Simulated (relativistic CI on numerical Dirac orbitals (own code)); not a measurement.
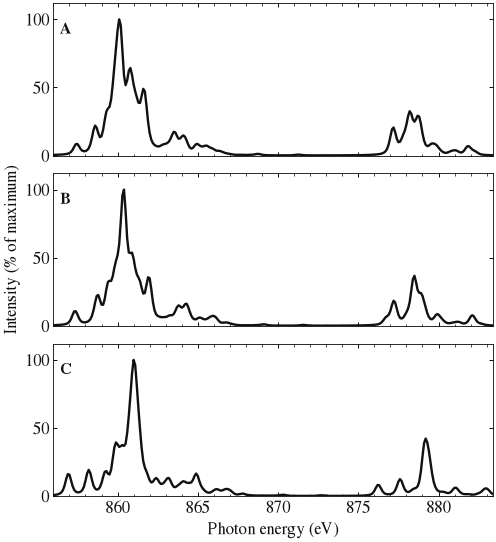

L₂,₃ X-ray absorption of Ni⁴⁺ (nickel, Z = 28), [Ar] 3d⁶, in 3 environments. Multiplet model: relativistic Dirac–Coulomb–Breit theory, one configuration a step, Slater integrals scaled by 0.7, 10 K, Voigt broadening (Lorentzian 0.24 eV, Gaussian 0.3 eV full widths), computed with a radial Dirac CI code.

(1) a field of Td symmetry with 10Dq = −10,600 cm⁻¹
(2) a field of Td symmetry with 10Dq = −19,000 cm⁻¹
(3) a field of Td symmetry with 10Dq = −7,800 cm⁻¹

**Which panel belongs to which field?**

A is (3), maxima at 857.5 eV (8), 858.6 eV (22), 860.1 eV (100), 860.8 eV (64), 861.6 eV (49), 863.5 eV (17), 864.1 eV (15), 865.0 eV (8), 877.2 eV (21), 878.2 eV (33), 878.7 eV (29) and 879.6 eV (9); B is (1), maxima at 857.4 eV (11), 858.8 eV (23), 860.4 eV (100), 861.9 eV (36), 863.8 eV (15), 864.3 eV (16), 865.9 eV (7), 877.2 eV (18), 878.5 eV (37), 879.9 eV (9) and 882.1 eV (8); C is (2), maxima at 856.9 eV (16), 858.2 eV (19), 859.3 eV (18), 859.9 eV (39), 860.3 eV (37), 861.0 eV (100), 862.4 eV (13), 863.2 eV (13), 864.1 eV (11), 864.9 eV (17), 877.6 eV (12) and 879.2 eV (42) (heights in % of each maximum). The ground-state spin is S = 2.00 in all.

Limits of the model: free-ion energies, so absolute edge positions are off by a few eV from solids.
